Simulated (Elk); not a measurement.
# Does CoSn carry moments in Elk?

Aim: find out whether CoSn carries moments when they start parallel, and what they gain.

Program: Elk 11.2.3 (patched build). Level of theory: PBE; all-electron APW+lo, Dirac cores, scalar-relativistic bands. Results are calculated unless marked as measured.

### 1. Set-up

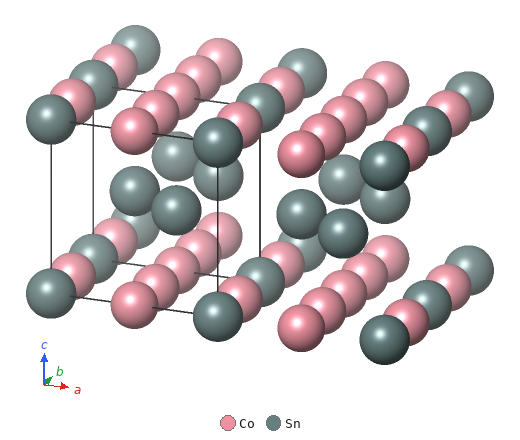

The cell as given, slightly off an axis (cobalt pink, tin teal). 2×2×1 cells are drawn. Some periodic images of atoms are drawn too.

The cell comes from a database of computed structures and need not be the stable phase.

### 2. Start 1: ferro +++

The parallel start comes first: it fits the smallest cell, keeps the most symmetry and shows whether parallel moments form.

Moments are seeded by fields in the spheres (the last three columns under atoms), set against the wanted direction and reduced each loop.

The input, elk.in:

```
tasks
  0
  33
  73

xctype
  20

rgkmax
  7.0

nempty
  12

swidth
  0.001837

reducebf
  0.5

epsengy
  1e-05

maxscl
  100

lmaxi
  3

spinpol
  .true.

sppath
  './'

avec
  9.91357870202 0.00000000000 0.00000000000
  -4.95678935101 8.58541099842 0.00000000000
  0.00000000000 0.00000000000 7.91339878914

atoms
  2
  'Co.in'
  3
  0.0000000000 0.5000000000 0.0000000000   0.000000 0.000000 -0.100000
  0.5000000000 0.5000000000 0.0000000000   0.000000 0.000000 -0.100000
  0.5000000000 0.0000000000 0.0000000000   0.000000 0.000000 -0.100000
  'Sn.in'
  3
  0.6666666700 0.3333333300 0.5000000000   0.000000 0.000000 0.000000
  0.3333333300 0.6666666700 0.5000000000   0.000000 0.000000 0.000000
  0.0000000000 0.0000000000 0.0000000000   0.000000 0.000000 0.000000

ngridk
  8 8 8

plot3d
  0 0 0
  1 0 0
  0 1 0
  0 0 1
  27 27 21
```

Started as:

```
$ OMP_NUM_THREADS=4 elk
```

Numbers of over 12 decimals in the logs are rounded to 6 here.

Output:

```text
Info(gndstate): no moment of its own; a second start begins; STATE.OUT holds the state before
Info(gndstate): the second start gave no lower state; one of another order, or behind a
 stronger field, isn't excluded
Warning(gndstate): core states of species 1 leak from the muffin-tin :   0.7462395974E-03
Warning(gndstate): core states of species 2 leak from the muffin-tin :   0.1130038516E-03

--- INFO.OUT ---
┌─────────────────────────┐
│ Elk code version 11.2.3 │
└─────────────────────────┘

All units are atomic (Hartree, Bohr, etc.)

┌─────────────────────────────────────────────────┐
│ Ground-state run starting from atomic densities │
└─────────────────────────────────────────────────┘

Lattice vectors :
   9.913578702       0.000000000       0.000000000
  -4.956789351       8.585410998       0.000000000
   0.000000000       0.000000000       7.913398789

Reciprocal lattice vectors :
  0.6337958770      0.3659222202      -0.000000000
   0.000000000      0.7318444403       0.000000000
   0.000000000      -0.000000000      0.7939932606

Unit cell volume      :    673.5263659
Brillouin zone volume :   0.3682858252

Muffin-tin inner radius fraction :   0.1000000000E-01

Nuclei treated as point charges

Species : 1 (Co)
 parameters loaded from : Co.in
 name : cobalt
 nuclear charge    :   -27.00000000
 electronic charge :    27.00000000
 atomic mass :    107428.6517
 muffin-tin radius :    2.319923611
 number of radial points in muffin-tin :    993
 inner part over the whole radius :   0.9940365817E-02
 number on inner part of muffin-tin    :    700
 approximate nuclear radius :   0.7243775530E-04
 number of mesh points to nuclear radius :    334
 atomic positions (lattice), magnetic fields (Cartesian) :
  1 :   0.00000000  0.00000000  0.00000000    0.00000000  0.00000000 -0.10000000
  2 :   0.50000000  0.00000000  0.00000000    0.00000000  0.00000000 -0.10000000
  3 :   0.50000000  0.50000000  0.00000000    0.00000000  0.00000000 -0.10000000

Species : 2 (Sn)
 parameters loaded from : Sn.in
 name : tin
 nuclear charge    :   -50.00000000
 electronic charge :    50.00000000
 atomic mass :    216395.0922
 muffin-tin radius :    2.513250578
 number of radial points in muffin-tin :   1193
 inner part over the whole radius :   0.9878096236E-02
 number on inner part of muffin-tin    :    849
 approximate nuclear radius :   0.8828114845E-04
 number of mesh points to nuclear radius :    429
 atomic positions (lattice), magnetic fields (Cartesian) :
  1 :  -0.33333333 -0.16666667  0.50000000    0.00000000  0.00000000  0.00000000
  2 :   0.33333333  0.16666667  0.50000000    0.00000000  0.00000000  0.00000000
  3 :   0.00000000  0.50000000  0.00000000    0.00000000  0.00000000  0.00000000

Total number of atoms per unit cell :    6
Total muffin-tin volume :    356.3910931
 ratio of muffin-tin to unit cell volume :   0.5291420070

Spin treatment :
 spin-polarised
 global magnetic field (Cartesian) :    0.000000000       0.000000000       0.000000000
 collinear magnetisation in z-direction

Number of Bravais lattice symmetries :   24
Number of crystal symmetries         :   24
Crystal has inversion symmetry
Real symmetric eigensolver will be used

k-point grid :      8     8     8
k-point offset :    0.000000000       0.000000000       0.000000000
k-point set is reduced with full crystal symmetry group
Total number of k-points :       50

Muffin-tin radius times maximum |G+k| :    7.000000000
 using average radius
Maximum |G+k| for APW functions       :    2.896647100
Maximum (1/2)|G+k|²                   :    4.195282212
Maximum |G| for potential and density :    12.00000000
Constant for pseudocharge density :    8
 order of it for each species :   15  15
 order of it for pair densities of each species (exact exchange by exxq0 0: 15) :    9  11
Radial integration step length :    1

G-vector grid sizes :     40    40    32
Number of G-vectors :    19621

Maximum angular momentum used for
 APW functions            :    8
 outer part of muffin-tin :    6
 inner part of muffin-tin :    3

Total nuclear charge    :   -231.0000000
Total core charge       :    126.0000000
Total valence charge    :    105.0000000
Total excess charge     :    0.000000000
Total electronic charge :    231.0000000

Effective Wigner radius, rₛ :   0.8862399787

Number of empty states         :     72
Total number of valence states :    250
Total number of core states    :    126

Third-order local-orbitals added for an l without core states : T
Total number of local-orbitals :    117

Exchange-correlation functional :     20     0     0
 Perdew-Burke-Ernzerhof, Phys. Rev. Lett. 77, 3865 (1996)
 gradient requirement :    1
 generalised gradient approximation (GGA)

Smearing type :    3
 Fermi-Dirac
Smearing width :   0.1837000000E-02
Effective electronic temperature (K) :    580.0787206

Mixing type :    3
 Broyden mixing, J. Phys. A: Math. Gen. 17, L317 (1984)

Kohn-Sham potential initialised from atomic data

┌──────────────────────────────┐
│ Self-consistent loop started │
└──────────────────────────────┘

┌─────────────────┐
│ Loop number : 1 │
└─────────────────┘

Energies :
 Fermi                       :     0.146452
 sum of occupied eigenvalues :     -13614.175140894
 electron kinetic            :      23769.974906413
 core electron kinetic       :      22641.965301260
 Coulomb                     :     -45810.634589545
 Coulomb potential           :     -36450.918466191
 nuclear-nuclear             :     -2719.5118388395
 electron-nuclear            :     -49810.381292704
 Hartree                     :      6719.2585419983
 Madelung                    :     -27585.175356449
 xc potential                :     -933.07157660340
 xc effective B-field        :    -0.55696175255365E-01
 external B-field            :      0.000000
 exchange                    :     -665.41122111841
 correlation                 :     -11.998208741960
 electron entropic           :    -0.15270206746558E-02
 total energy                :     -22718.070640013
 (external B-field energy excluded from total)

Density of states at Fermi energy :    137.3535274
 (states/Hartree/unit cell)

Estimated indirect band gap :   0.2548366320E-03
 from k-point 4 to k-point 50
Estimated direct band gap   :   0.3745734086E-02
 at k-point 38

Charges :
 core                        :    126.0000000
 valence                     :    105.0000000
 interstitial                :    7.071980419
 muffin-tins (core leakage)
  species : 1 (Co)
   atom 1                    :    27.01457685     (  0.7278232674E-03)
   atom 2                    :    27.01457685     (  0.7278232674E-03)
   atom 3                    :    27.01457685     (  0.7278232674E-03)
[...]
electron kinetic            :      23772.434492095
 core electron kinetic       :      22644.013581627
 Coulomb                     :     -45809.438719592
 Coulomb potential           :     -36452.275868027
 nuclear-nuclear             :     -2719.5118388395
 electron-nuclear            :     -49806.573019975
 Hartree                     :      6716.6461392222
 Madelung                    :     -27583.300785579
 xc potential                :     -933.71595053314
 xc effective B-field        :    -0.59339195937667E-01
 external B-field            :      0.000000
 exchange                    :     -665.23792399146
 correlation                 :     -11.997440688344
 electron entropic           :    -0.16868693861258E-02
 total energy                :     -22714.241279046
 (external B-field energy excluded from total)

Density of states at Fermi energy :    153.3374556
 (states/Hartree/unit cell)

Estimated indirect band gap :   0.2238861147E-03
 from k-point 46 to k-point 34
Estimated direct band gap   :   0.9698107139E-03
 at k-point 39

Charges :
 core                        :    126.0000000
 valence                     :    105.0000000
 interstitial                :    7.153101795
 muffin-tins (core leakage)
  species : 1 (Co)
   atom 1                    :    26.96068654     (  0.7316679626E-03)
   atom 2                    :    26.96068654     (  0.7316679626E-03)
   atom 3                    :    26.96068654     (  0.7316679626E-03)
  species : 2 (Sn)
   atom 1                    :    47.71766131     (  0.1187803097E-03)
   atom 2                    :    47.71766131     (  0.1187803097E-03)
   atom 3                    :    47.52951599     (  0.1171327129E-03)
 total in muffin-tins        :    223.8468982
 total calculated charge     :    230.9955580
 total charge                :    231.0000000
 error                       :   0.4442045684E-02

Moments :
 interstitial                :  -0.3011914845
 muffin-tins
  species : 1 (Co)
   atom 1                    :   0.9006703240
   atom 2                    :   0.9006703240
   atom 3                    :   0.9006703240
  species : 2 (Sn)
   atom 1                    :  -0.5905912328E-01
   atom 2                    :  -0.5905912328E-01
   atom 3                    :  -0.9631909477E-01
 total in muffin-tins        :    2.487573631
 total moment                :    2.186382146

RMS change in Kohn-Sham potential (target) :    4.290740554     (  0.1000000000E-05)
Absolute change in total energy (target)   :    3.829360967     (  0.1000000000E-04)

[... loops 3 to 62 left out ...]

┌──────────────────┐
│ Loop number : 63 │
└──────────────────┘

Energies :
 Fermi                       :     0.312546
 sum of occupied eigenvalues :     -13588.238282867
 electron kinetic            :      23757.780784050
 core electron kinetic       :      22641.663860332
 Coulomb                     :     -45799.973567227
 Coulomb potential           :     -36465.646121476
 nuclear-nuclear             :     -2719.5118388395
 electron-nuclear            :     -49773.226912636
 Hartree                     :      6692.7651842486
 Madelung                    :     -27567.150506489
 xc potential                :     -880.37294544092
 xc effective B-field        :    -0.19450071533366E-10
 external B-field            :      0.000000
 exchange                    :     -663.47533871666
 correlation                 :     -11.994712586540
 electron entropic           :    -0.95831017368966E-03
 total energy                :     -22717.663792791
 (external B-field energy excluded from total)

Density of states at Fermi energy :    77.53869718
 (states/Hartree/unit cell)

Estimated indirect band gap :   0.6392332215E-03
 from k-point 17 to k-point 3
Estimated direct band gap   :   0.6970839688E-02
 at k-point 30

Charges :
 core                        :    126.0000000
 valence                     :    105.0000000
 interstitial                :    8.157994752
 muffin-tins (core leakage)
  species : 1 (Co)
   atom 1                    :    26.19582973     (  0.7462395973E-03)
   atom 2                    :    26.19582973     (  0.7462395973E-03)
   atom 3                    :    26.19582973     (  0.7462395973E-03)
  species : 2 (Sn)
   atom 1                    :    48.12777642     (  0.1130038505E-03)
   atom 2                    :    48.12777642     (  0.1130038505E-03)
   atom 3                    :    47.99896320     (  0.1116848412E-03)
 total in muffin-tins        :    222.8420052
 total calculated charge     :    230.9956760
 total charge                :    231.0000000
 error                       :   0.4324014357E-02

Moments :
 interstitial                :  -0.9285236527E-05
 muffin-tins
  species : 1 (Co)
   atom 1                    :   0.1589729655E-05
   atom 2                    :   0.1589729655E-05
   atom 3                    :   0.1589729655E-05
  species : 2 (Sn)
   atom 1                    :   0.5463007003E-06
   atom 2                    :   0.5463007003E-06
   atom 3                    :  -0.4600719350E-05
 total in muffin-tins        :   0.1261071016E-05
 total moment                :  -0.8024165511E-05

RMS change in Kohn-Sham potential (target) :   0.1377317032E-06 (  0.1000000000E-05)
Absolute change in total energy (target)   :   0.6331370969E-05 (  0.1000000000E-04)

Convergence targets achieved

┌──────────────────┐
│ Loop number : 64 │
└──────────────────┘

Energies :
 Fermi                       :     0.312546
 sum of occupied eigenvalues :     -13588.238282785
 electron kinetic            :      23757.780783860
 core electron kinetic       :      22641.663860405
 Coulomb                     :     -45799.973566941
 Coulomb potential           :     -36465.646121743
 nuclear-nuclear             :     -2719.5118388395
 electron-nuclear            :     -49773.226911789
 Hartree                     :      6692.7651836874
 Madelung                    :     -27567.150506070
 xc potential                :     -880.37294490203
 xc effective B-field        :    -0.19261378965272E-10
 external B-field            :      0.000000
 exchange                    :     -663.47533868120
 correlation                 :     -11.994712586500
 electron entropic           :    -0.95831033696029E-03
 total energy                :     -22717.663792659
 (external B-field energy excluded from total)

Density of states at Fermi energy :    77.53871012
 (states/Hartree/unit cell)

Estimated indirect band gap :   0.6392355197E-03
 from k-point 17 to k-point 3
Estimated direct band gap   :   0.6970841167E-02
 at k-point 30

Charges :
 core                        :    126.0000000
 valence                     :    105.0000000
 interstitial                :    8.157994771
 muffin-tins (core leakage)
  species : 1 (Co)
   atom 1                    :    26.19582972     (  0.7462395974E-03)
   atom 2                    :    26.19582972     (  0.7462395974E-03)
   atom 3                    :    26.19582972     (  0.7462395974E-03)
  species : 2 (Sn)
   atom 1                    :    48.12777643     (  0.1130038516E-03)
   atom 2                    :    48.12777643     (  0.1130038516E-03)
   atom 3                    :    47.99896320     (  0.1116848401E-03)
 total in muffin-tins        :    222.8420052
 total calculated charge     :    230.9956760
 total charge                :    231.0000000
 error                       :   0.4324014359E-02

Moments :
 interstitial                :  -0.9235461700E-05
 muffin-tins
  species : 1 (Co)
   atom 1                    :   0.1588216965E-05
   atom 2                    :   0.1588216965E-05
   atom 3                    :   0.1588216965E-05
  species : 2 (Sn)
   atom 1                    :   0.5438519339E-06
   atom 2                    :   0.5438519339E-06
   atom 3                    :  -0.4576849908E-05
 total in muffin-tins        :   0.1275504854E-05
 total moment                :  -0.7959956846E-05

┌──────────────────────────────┐
│ Self-consistent loop stopped │
└──────────────────────────────┘

Warning : core states of species 1 leak from the muffin-tin :   0.7462395974E-03

Warning : core states of species 2 leak from the muffin-tin :   0.1130038516E-03

Wrote STATE.OUT
```

Wall time 43 min (4 threads of Arm Neoverse V1, shared host); peak memory 0.75 GiB; 2.8 h of CPU time.

The moments died away, and this build then starts once more from a stronger push, within the same count of loops. That gave no lower state.

The spin moment in the muffin-tin sphere vanishes on all atoms.

Read from the output:

* final state: non-magnetic

After 64 cycles the seed has died away: no moment is left.

(Continued in part 2 of 2.)

[Logs and program files are shortened in this print: banners, set-up blocks, solver, clock and traceback lines can be left out without a mark of their own.]

[Logs are printed without paths, hosts, clocks, repeated set-up lines and the standing remarks that a program may print on its own settings, such as how far it seeks lower states.]

[Hosts, paths, dates, database ids (printed as entryN), source tags and the programs' standing remarks are cut or masked in the printed files.]

[Where a cell is said to come from a database of computed structures, the database is the Materials Project.]
